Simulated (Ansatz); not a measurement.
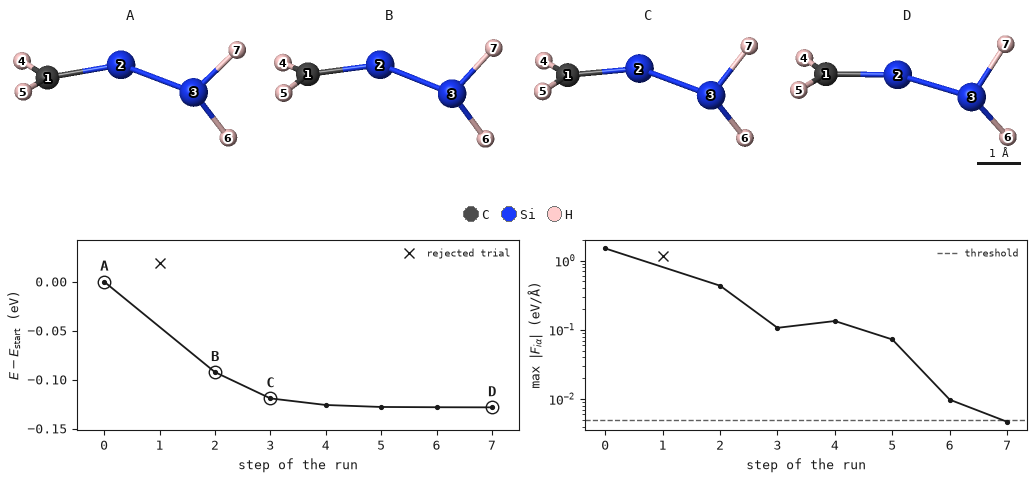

Frames of a relaxation of CH$_{4}$Si$_{2}$, marked on the history of the run. The picture is a ball-and-stick view, seen at a tilt.

Theory: Ansatz 0.2.0, RKS PBE0-D4/def2-TZVP. Settings: force threshold 0.005 eV/Å; at most 200 steps.

Describe the path.

Over 6 accepted moves (7 points after the start) the energy falls by 0.128 eV. Largest force component: 1.5 eV/Å at the start, 0.0047 eV/Å at the end. The line search rejected the trial step at point 1 of the run. The largest move after the best rigid fit is that of H7, 0.26 Å. By element the largest moves are H 0.26 Å, Si 0.24 Å, C 0.11 Å. Among the contacts that change: C1–Si2 1.763 → 1.699 Å, Si3–H6 1.480 → 1.495 Å, C1–H4 1.079 → 1.084 Å, C1–H5 1.081 → 1.085 Å. Bond angles that change, for instance: Si2–Si3–H7 118.5° → 107.4°, C1–Si2–Si3 138.7° → 146.3°, Si2–Si3–H6 114.0° → 107.3°. Groups turn about Si2–Si3 by about 20°. Cost: 17 s on 2 threads of Arm Neoverse V2, on a shared host. From step 0 to 2: C1 moves most (0.10 Å), energy −0.092 eV. From step 2 to 3: H7 moves most (0.10 Å), energy −0.027 eV. From step 3 to 7: Si2 moves most (0.15 Å), energy −0.009 eV.
